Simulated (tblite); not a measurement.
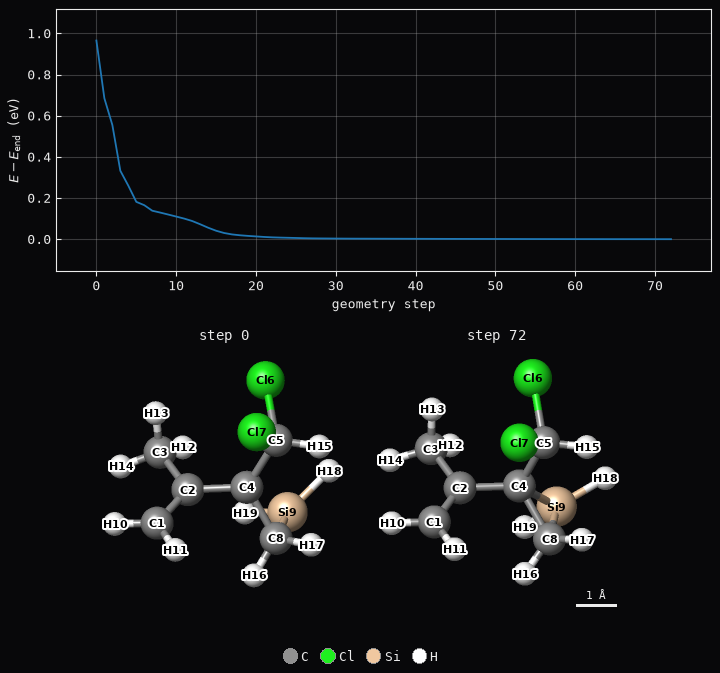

First and last geometry of a relaxation of C6H10Cl2Si, with the history of the run. Style: ball-and-stick. Shown at a tilt.

All numbers below come from tblite 0.8.0, GFN2-xTB geometry optimisation, gas phase. 

What do the curves and the structures tell?

Answer. It converged. The largest move after the best rigid fit is that of H19, 0.42 Å. Largest moves by element: H 0.42 Å, Cl 0.36 Å, C 0.27 Å, Si 0.16 Å. Some distances before and after: C4–Si9 2.192 → 1.907 Å, C5–Si9 3.019 → 2.897 Å, C8–Si9 1.772 → 1.879 Å, C4–C8 1.499 → 1.542 Å. Among the angles between lasting bonds that change: C4–C8–Si9 83.7° → 66.9°, C2–C4–C5 124.0° → 114.9°, C5–C4–C8 118.9° → 113.0°. The energy falls by 0.966 eV in 72 geometry steps.
